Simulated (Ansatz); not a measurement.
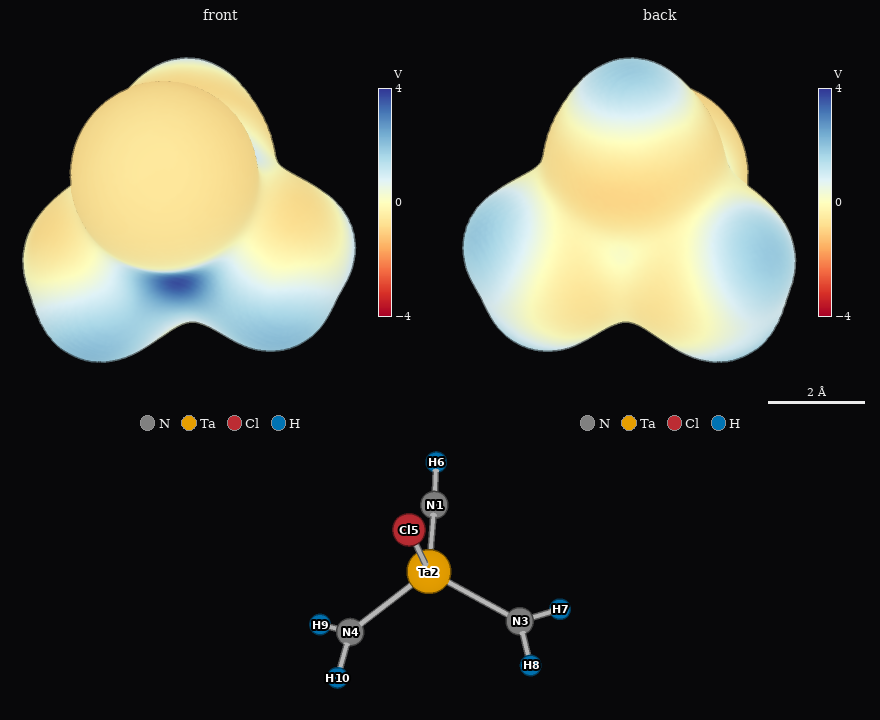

ClH₅N₃Ta (SMILES [NH]=[Ta]([NH2])([NH2])[Cl]). The molecular electrostatic potential painted on the density surface at 0.002 e/bohr³, seen from the front and from behind; the colour scale runs from red (negative) to blue (positive). The bare structure is drawn below in the same view.

Geometry: PBE0-D4/def2-TZVP; core potentials replace the inner electrons of Ta.

The calculation used Ansatz, RKS PBE0-D4/def2-TZVPP.

```yaml
atoms:
  - { symbol: N, position_ang: [-1.3058, 0.3120, -1.2632] }
  - { symbol: Ta, position_ang: [0.1926, 0.2849, -0.3379] }
  - { symbol: N, position_ang: [0.7311, -1.6165, -0.2545] }
  - { symbol: N, position_ang: [-0.2716, 1.0031, 1.4456] }
  - { symbol: Cl, position_ang: [1.9112, 1.5574, -1.2852] }
  - { symbol: H, position_ang: [-2.0907, 0.4147, -1.8842] }
  - { symbol: H, position_ang: [0.2345, -2.3854, -0.6764] }
  - { symbol: H, position_ang: [1.5045, -1.9641, 0.2959] }
  - { symbol: H, position_ang: [-1.1845, 1.3220, 1.7296] }
  - { symbol: H, position_ang: [0.3620, 1.0209, 2.2331] }
```

### Which sites attract a positive test charge, and which a negative one?

A positive charge is drawn to the negative regions and a negative charge to the positive ones. The most negative region (about −0.9 V) lies over N1 and Cl5, the most positive (about +3.3 V) over Ta2.
